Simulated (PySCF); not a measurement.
BH₁₀NSi₃ (SMILES N[SiH2][SiH2]B[SiH3])

The calculation's input:

```
{"job": {"kind": "nmr", "xc": "PBE0", "basis": "pcSseg-1"}, "charge": 0, "multiplicity": 1}
N     -2.145292    -0.894426     0.432497
Si    -1.770265     0.718384    -0.064683
Si    -0.091106     0.469407    -1.661232
B      1.195934    -0.709960    -0.823512
Si     2.556380    -0.093076     0.448988
H     -2.776922    -1.024102     1.207202
H     -2.350240    -1.582511    -0.274186
H     -2.943953     1.483191    -0.527483
H     -1.343887     1.359730     1.182381
H      0.345172     1.837123    -2.005753
H     -0.721557     0.022460    -2.924810
H      1.087025    -1.869923    -0.993149
H      2.822658    -1.000673     1.580113
H      3.874824     0.089268    -0.188450
H      2.256816     1.203097     1.084511
```

Command:

```sh
OMP_NUM_THREADS=1 python probes_run.py task.json out
```

Geometry: GFN2-xTB.

The calculation used PySCF, PBE0/pcSseg-1, SCF density, gas phase, non-relativistic.

### What can the converged electron density and electron localisation function tell about the bonding?

Si–B (1.94 Å): ρ at the midpoint is about 0.84 e/Å³; the ELF peaks at about 1 between the atoms, as expected for a covalent bond.
B–H (1.18 Å): ρ at the midpoint is about 1.3 e/Å³; the ELF climbs to about 1 towards the hydrogen, as it does in any bond to H; a covalent bond by its length.

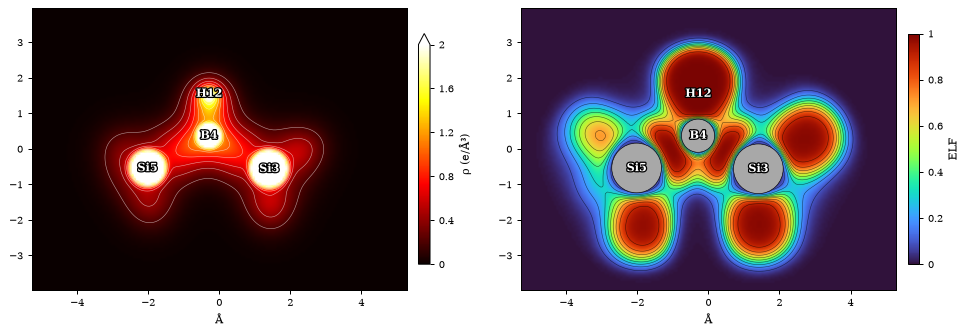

Computed electron density and electron localisation function on the plane of atoms Si3, B4 and H12, in this order. Grey discs cover the atomic cores in the ELF map. 
